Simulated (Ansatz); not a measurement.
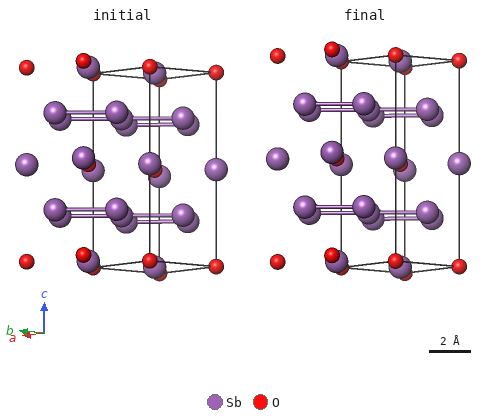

The structure of crystalline Sb3O (built on the TiAl3 (D0_22)_139 type) before (left) and after (right) a relaxation, at one scale.

The picture is a ball-and-stick view of the conventional cell (2 times the calculation's cell), repeated 1 × 2 × 1 with one cell outlined, seen from a free direction. Lengths and directions refer to the drawn axes.

Case: TiAl3 (D0_22) type (I4/mmm, No. 139).

Method: Ansatz 0.2.0, DFT PBE, scalar-relativistic, plane waves, PAW.

Input file:
```yaml
crystal:
  lattice:
    - [-2.1718206892, 2.1718206892, 4.8513397214]
    - [2.1718206892, -2.1718206892, 4.8513397214]
    - [2.1718206892, 2.1718206892, -4.8513397214]
  atoms:
    - { symbol: Sb, position: [0.5, 0.5, 0.0] }
    - { symbol: Sb, position: [0.25, 0.75, 0.5] }
    - { symbol: Sb, position: [0.75, 0.25, 0.5] }
    - { symbol: O, position: [0.0, 0.0, 0.0] }
basis:
  ecutwfc: 420
kpoints:
  mp_grid: { grid: [16, 16, 16] }
hamiltonian:
  xc: pbe
scf:
  occupations: { method: gaussian, width: 0.1 }
output:
  forces: true
  stress: true
  eigenvalues: true
relax:
  adjacent_minimum: "off"
  f_tol: 0.01
  max_steps: 80
  cell: { stress_tol: 0.05 }
```

Launched with:
```bash
ansatz run input.yaml --threads 1 --pin off --max-ram 2560MiB --backend cpu --events-out ev --progress --plain --runs-dir out
```

Question: Describe what moved and what it gained.

Answer: No atom moves by more than 0.005 Å relative to the cell. Cell: a = b 4.344 → 4.163 Å (−4.2 %), c 9.703 → 10.300 Å (+6.2 %). Volume −2.5 %. Among the contacts that change: Sb2–Sb3 3.071 → 2.944 Å. The space group stays I4/mmm (No. 139). After 8 accepted moves (12 points after the start) the energy has fallen by 48.4 meV per cell of the calculation. All forces vanish by symmetry, so only the cell relaxes. The pressure goes from −2.31 to −0.01 GPa. The line search rejected the trial steps at points 1, 10 of the run. The SCF was repeated twice at an unchanged geometry on a basis and grid sized afresh for the cell, which shifted the energy by 0.6 meV per cell of the calculation at most. The run took 17 min on 1 thread of AMD EPYC 7R43 64-Core Processor (Zen 3), with other jobs on the host, peak memory 0.99 GiB.

Limits of the set-up: layers or molecules are held without a dispersion correction, so their spacing is unreliable.
